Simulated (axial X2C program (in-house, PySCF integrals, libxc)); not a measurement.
# WO⁻: bond curves with and without spin–orbit coupling, part 2 of 2

Computed with an in-house X2C program for linear molecules on PySCF integrals; all-electron X2C, W dyall-acv3z, O dyall-av3z. The steps go on from the part before.

### 9 PBE0, 2c

State followed: Ω = 1/2 (excess of +ω over −ω: ω = -1/2, ω = -3/2, ω = 5/2). The scan is laid around 1.703 Å, a first estimate of the minimum, and this SCF restarts from the orbitals of the search.

The SCF at the reference distance of 1.703 Å:

```text
two-component X2C + atomic mean field  PBE0
basis functions 248  fitting functions 1216  grid points 5075
iter        total energy     max residual
   1     -16217.579876130     3.97e-06
   2     -16217.579876132     4.69e-06
converged
one-electron -22620.00114800  Coulomb 6569.57522942  exact exchange -82.89438610  xc functional -254.20178826  nuclear repulsion 183.95355776  atomic mean-field constant -14.01134094
```

Along the bond, energies from the lowest point:

```
R (Å)  E (eV)  μ (D)  HOMO (eV)  LUMO (eV)  iterations
1.482  1.7657   1.22       0.89       1.68          16
1.550  0.7385   0.78       0.85       1.76          18
1.601  0.2952   0.40       0.78       1.81          18
1.652  0.0648  -0.01       0.68       1.86          17
1.703  0.0000  -0.43       0.56       1.90           2
1.763  0.0831  -0.91       0.40       1.94          17
1.822  0.2918  -1.37       0.24       1.96          17
1.899  0.6847  -1.93       0.04       1.96          18
1.992  1.2761  -2.53      -0.11       1.96          19
2.129  2.2006  -3.12      -0.18       1.95          20
```

Dipoles are positive if O is the positive end and refer to the centre of mass.

Outer spinors at the reference distance:

| ω | occupied | ε (eV) | atomic character | λ mixture |
| --- | --- | --- | --- | --- |
| 1/2 | yes | -31.13 | 100% W f | 52% σ, 48% π |
| -1/2 | yes | -31.11 | 100% W f | 61% σ, 39% π |
| 3/2 | yes | -31.10 | 100% W f | 66% π, 34% δ |
| 5/2 | yes | -31.08 | 100% W f | 80% δ, 20% φ |
| 7/2 | yes | -31.08 | 100% W f | 100% φ |
| -3/2 | yes | -31.04 | 100% W f | 74% π, 26% δ |
| -5/2 | yes | -30.93 | 100% W f | 87% δ, 13% φ |
| -7/2 | yes | -30.73 | 100% W f | 100% φ |
| -1/2 | yes | -20.21 | 68% O s, 12% W d, 8% W p | 100% σ |
| 1/2 | yes | -20.05 | 68% O s, 12% W d, 8% W p | 100% σ |
| -1/2 | yes | -5.49 | 69% O p, 21% W d, 3% O s | 76% σ, 24% π |
| 1/2 | yes | -5.43 | 68% O p, 21% W d, 4% O s | 98% σ, 2% π |
| -1/2 | yes | -5.12 | 67% O p, 25% W d, 2% W f | 76% π, 24% σ |
| 1/2 | yes | -4.85 | 72% O p, 19% W d, 3% W f | 98% π, 2% σ |
| 3/2 | yes | -4.81 | 66% O p, 26% W d, 3% W f | 100% π |
| -3/2 | yes | -4.79 | 73% O p, 19% W d, 3% W f | 100% π |
| 1/2 | yes | -1.54 | 62% W s, 16% W d, 12% O p | 100% σ |
| -3/2 | yes | -1.33 | 97% W d | 99% δ, 1% π |
| 5/2 | yes | -0.64 | 98% W d | 100% δ |
| -1/2 | yes | 0.02 | 69% W s, 9% W p, 8% O p | 100% σ |
| -1/2 | yes | 0.56 | 45% W d, 36% W p, 15% O p | 96% π, 4% σ |
| 3/2 | no | 1.90 | 99% W p | 100% π |
| -1/2 | no | 1.93 | 98% W p | 98% π, 2% σ |
| 1/2 | no | 1.96 | 99% W p | 100% π |
| -3/2 | no | 1.96 | 100% W p | 100% π |

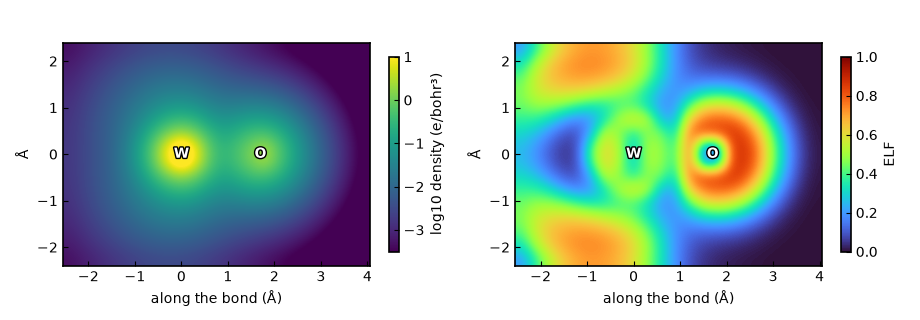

PBE0 fields in a plane through the axis, from a grid of 0.3 Å; W lies at z = 0 and O at z = 1.703 Å; the ELF is damped to zero where the density is low.

Re = 1.701 Å, ωe = 952 cm⁻¹, ωexe = 3.41 cm⁻¹, Be = 0.3958 cm⁻¹, De = 6.29 eV, μ = -0.41 D.

### 10 HF, 2c

The SCF at the reference distance of 1.703 Å:

```text
two-component X2C + atomic mean field  HF
basis functions 248  fitting functions 1216  grid points 5075
iter        total energy     max residual
   1     -16212.061246182     9.68e-01
   2     -16212.113704650     1.94e-02
   3     -16212.117331140     1.77e-02
   4     -16212.120793290     3.72e-03
   5     -16212.121958030     2.53e-03
   6     -16212.122653020     2.34e-03
   7     -16212.123540240     1.36e-03
   8     -16212.124123450     1.33e-03
   9     -16212.124532967     7.64e-04
  10     -16212.124634596     6.18e-04
  11     -16212.124661604     2.98e-04
  12     -16212.124675213     1.25e-04
  13     -16212.124679610     5.75e-05
  14     -16212.124680952     2.83e-05
  15     -16212.124681184     2.59e-05
  16     -16212.124681330     9.35e-06
  17     -16212.124681354     5.87e-06
  18     -16212.124681360     3.56e-06
  19     -16212.124681362     2.53e-06
converged
one-electron -22619.55870980  Coulomb 6569.35093637  exact exchange -331.85912476  xc functional 0.00000000  nuclear repulsion 183.95355776  atomic mean-field constant -14.01134094
```

No constants are quoted: the solution changes its character somewhere along the scan, so the fit is set aside.

### 11 LDA, 2c

Output at 1.703 Å:

```text
two-component X2C + atomic mean field  LDA
basis functions 248  fitting functions 1216  grid points 5075
iter        total energy     max residual
   1     -16207.091917687     1.73e+00
   2     -16207.100730147     3.27e-02
   3     -16206.946450034     1.09e-01
   4     -16207.102592779     2.62e-02
   5     -16207.112964162     4.14e-03
   6     -16207.112296684     6.90e-03
   7     -16207.113422330     1.48e-03
   8     -16207.113448493     1.29e-04
   9     -16207.113448812     3.88e-05
  10     -16207.113448853     1.72e-05
  11     -16207.113448859     9.03e-06
  12     -16207.113448860     3.17e-06
converged
one-electron -22617.69849940  Coulomb 6567.07866082  exact exchange 0.00000000  xc functional -326.43582710  nuclear repulsion 183.95355776  atomic mean-field constant -14.01134094
```

Re = 1.693 Å, ωe = 962 cm⁻¹, ωexe = 3.35 cm⁻¹, Be = 0.3997 cm⁻¹, De = 8.20 eV, μ = -0.41 D.

### 12 Correlated methods, 2c

Correlated methods: 13 electrons correlated (frozen shells, counted by type: W 5 s, 4 p, 2 d, 1 f; O 1 s), 331 virtual spinors in MP2, 90 natural virtuals in coupled cluster.

Output of the correlated part at 1.703 Å:

```text
correlated 13  virtual 331  natural virtual 90  E(MP2) -0.413050324  MP2 remainder -0.030276857
iter   CCSD correlation   residual
   1     -0.350776479   2.55e-01
   2     -0.371329001   1.58e-01
   3     -0.380144411   6.96e-02
   4     -0.381748727   3.47e-02
   5     -0.382453369   1.65e-02
   6     -0.382700209   7.95e-03
   7     -0.382749834   4.26e-03
   8     -0.382780139   2.04e-03
   9     -0.382798241   1.22e-03
  10     -0.382782015   7.73e-04
  11     -0.382804013   4.98e-04
  12     -0.382795710   3.33e-04
  13     -0.382800662   2.12e-04
  14     -0.382797481   1.27e-04
  15     -0.382796010   7.63e-05
  16     -0.382795494   4.00e-05
  17     -0.382795072   2.21e-05
  18     -0.382794834   1.38e-05
  19     -0.382794671   8.92e-06
  20     -0.382794523   5.19e-06
  21     -0.382794556   3.03e-06
  22     -0.382794502   2.13e-06
  23     -0.382794529   1.63e-06
  24     -0.382794515   1.19e-06
(T) -0.023278947  T1 0.0846  D1 0.2608  max T2 0.123
```

MP2: No constants are quoted: the reference changes its character somewhere along the scan, so the fit is set aside.

CCSD: No constants are quoted: the reference changes its character somewhere along the scan, so the fit is set aside.

CCSD(T): No constants are quoted: the reference changes its character somewhere along the scan, so the fit is set aside.

### 13 A higher determinant, 2c

State: Ω = 5/2 (excess of +ω over −ω: ω = 5/2).

Output at the reference distance:

```text
two-component X2C + atomic mean field  PBE0
basis functions 248  fitting functions 1216  grid points 5075
iter        total energy     max residual
   1     -16217.569490007     6.39e-06
   2     -16217.569490009     1.65e-05
   3     -16217.569490016     4.41e-06
   4     -16217.569490018     2.90e-06
   5     -16217.569490020     2.77e-06
   6     -16217.569490022     1.17e-06
converged
one-electron -22620.05535729  Coulomb 6569.62822962  exact exchange -82.88939305  xc functional -254.19518612  nuclear repulsion 183.95355776  atomic mean-field constant -14.01134094
```

```csv
R (Å),E above the lowest PBE0 point (eV)
1.482,1.902
1.550,0.937
1.601,0.534
1.652,0.331
1.703,0.283
1.763,0.375
1.822,0.586
1.899,1.044
1.992,1.523
```

No constants are quoted: the solution changes its character somewhere along the scan, so the fit is set aside.

### 14 The 2c curves together

Energy (eV) of the followed determinant, 2c, from each level's lowest point:

| R (Å) | PBE0 | HF (jumps) | MP2 (its reference jumps) | CCSD (its reference jumps) | CCSD(T) (its reference jumps) | LDA |
| --- | --- | --- | --- | --- | --- | --- |
| 1.482 | 1.766 | 1.862 | 1.905 | n/a | n/a | 1.666 |
| 1.550 | 0.739 | 0.811 | 0.837 | 0.834 | 0.892 | 0.668 |
| 1.601 | 0.295 | 0.345 | 0.359 | 0.357 | 0.395 | 0.249 |
| 1.652 | 0.065 | 0.090 | 0.094 | 0.095 | 0.112 | 0.043 |
| 1.703 | 0.000 | 0.000 | 0.000 | 0.000 | 0.000 | 0.000 |
| 1.763 | 0.083 | 0.051 | 0.073 | 0.055 | 0.039 | 0.105 |
| 1.822 | 0.292 | 0.219 | 0.376 | 0.253 | 0.236 | 0.332 |
| 1.899 | 0.685 | 0.434 | 1.928 | 0.799 | 0.869 | 0.743 |
| 1.992 | 1.276 | 0.611 | 2.745 | n/a | n/a | 1.355 |
| 2.129 | 2.201 | 0.915 | 3.390 | n/a | n/a | 2.320 |

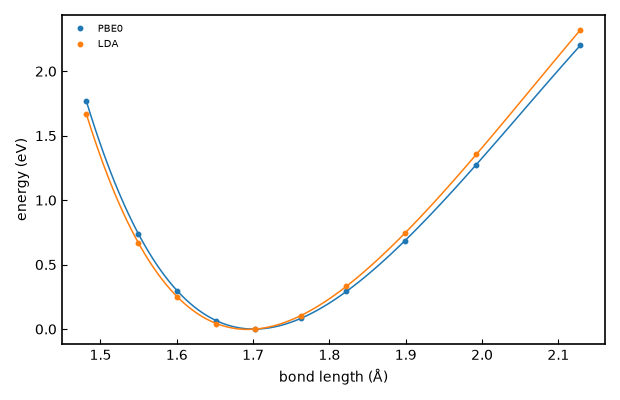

Curves of the followed state, 2c, each from its own lowest point. Left out: HF, MP2, CCSD, CCSD(T).

Time for the job: 9.8 min (1 thread of Arm Neoverse V1, shared host); peak memory 0.92 GiB.

### 15 Results

This closing draws on all 2 parts.

Lowest determinant that the search found at its distance, spin-free: M_S = 3/2, Λ = 1 (beyond closed shells: π+α, δ+α, δ-α).

Lowest determinant that the search found at its distance, 2c: Ω = 1/2 (excess of +ω over −ω: ω = -1/2, ω = -3/2, ω = 5/2).

```json
{"Hamiltonian": "spin-free", "level": "PBE0", "Re (Å)": "1.701", "ωe (cm⁻¹)": "943", "De (eV)": "6.13"}
{"Hamiltonian": "spin-free", "level": "LDA", "Re (Å)": "1.691", "ωe (cm⁻¹)": "962", "De (eV)": "8.08"}
{"Hamiltonian": "2c", "level": "PBE0", "Re (Å)": "1.701", "ωe (cm⁻¹)": "952", "De (eV)": "6.29"}
{"Hamiltonian": "2c", "level": "LDA", "Re (Å)": "1.693", "ωe (cm⁻¹)": "962", "De (eV)": "8.20"}
```

No constants: spin-free HF (the solution changes its character somewhere along the scan, so the fit is set aside); spin-free MP2 (the reference changes its character somewhere along the scan, so the fit is set aside); spin-free CCSD (the reference changes its character somewhere along the scan, so the fit is set aside); spin-free CCSD(T) (the reference changes its character somewhere along the scan, so the fit is set aside); 2c HF (the solution changes its character somewhere along the scan, so the fit is set aside); 2c MP2 (the reference changes its character somewhere along the scan, so the fit is set aside); 2c CCSD (the reference changes its character somewhere along the scan, so the fit is set aside); 2c CCSD(T) (the reference changes its character somewhere along the scan, so the fit is set aside).

Time per point (s) on 1 thread of Arm Neoverse V1, shared host (2c runs); the times are rough: PBE0 2, LDA 0.66.

At PBE0, going from spin-free to two-component changes Re by +1 mÅ, ωe by +0.9 %; the spin-free picture holds up (part of it comes from the scalar share of the two-electron terms). It costs about 1.5 times the time. De moves by +0.16 eV; both De rest on single-determinant atoms, which can miss part of an open shell's spin–orbit lowering. The highest occupied level is positive at the mean-field levels quoted, but negative in the Hartree–Fock runs, so self-interaction plays a part.

De refers to W + O-, each in the lowest determinant found, which need not be this curve's own limit. Each curve is one determinant whose occupation by symmetry is held fixed; it was picked as the lowest of a PBE0 search that is not exhaustive. Dissociation energies refer to the lowest single-determinant-based atoms at the same level and basis. Density functionals use the spin component along the axis (collinear). With several unpaired electrons one determinant need not be a pure state. At some level an empty orbital lies below a filled one. The spin-free determinant is spin-contaminated at some levels.
